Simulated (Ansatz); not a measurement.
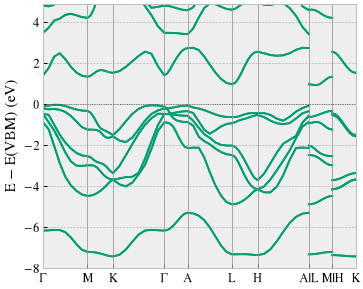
Fig. 1. Band structure from plane-wave PAW r²SCAN+D4 with spin–orbit coupling (Ansatz code)

The gap is 0.89 eV; an edge lies off the plotted path or next to a special point (maximum off the standard path, minimum off the standard path).

The material is SnSe$_{2}$ (CdI2 type, P-3m1).

Symmetry was held in the r²SCAN+D4 relaxation.

Potentials: the later of the program's two PAW sets.
